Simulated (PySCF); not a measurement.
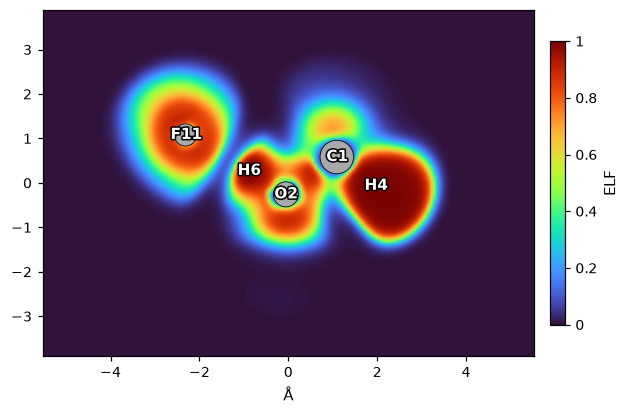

Figure. CH$_{8}$F$_{4}$O (SMILES CO.F.F.F.F). ELF on the plane of atoms C1, O2 and H6. Grey discs cover the atomic cores.

Geometry: PBE0-D3(BJ)/def2-SVPD.

Computed with PySCF, wB97M-D3(BJ)/def2-SVPD, SCF density, gas phase.

```xyz
14

C    -0.2972   -0.3016   -0.1848
O     1.0422   -0.6731   -0.4802
H    -0.6272   -0.8015    0.7348
H    -0.9223   -0.6356   -1.0201
H    -0.3933    0.7879   -0.0704
H     1.6539   -0.3855    0.2304
F     1.8789   -0.0135   -2.5886
H     1.5016   -0.3187   -1.6693
F     3.9277    1.1913   -2.4001
H     3.0877    0.6940   -2.5239
F     2.7815    0.2757    1.2582
H     3.4957    0.7242    0.8029
F     4.5318    1.3954   -0.0620
H     4.3376    1.3392   -1.0094
```

Read the bonding off the picture.

Answer. The plane passes through C, O, H and F nuclei. C–O (1.42 Å): the ELF peaks at about 0.90 between the atoms, as expected for a polar covalent bond. O–H (0.98 Å): the ELF climbs to about 1 towards the hydrogen, as it does in any bond to H; an ordinary covalent bond to hydrogen. C–H (1.10 Å): the ELF climbs to about 1 towards the hydrogen (an ordinary covalent bond to hydrogen). The ELF also peaks beside O2 and F11, away from the bonds: lone-pair regions.
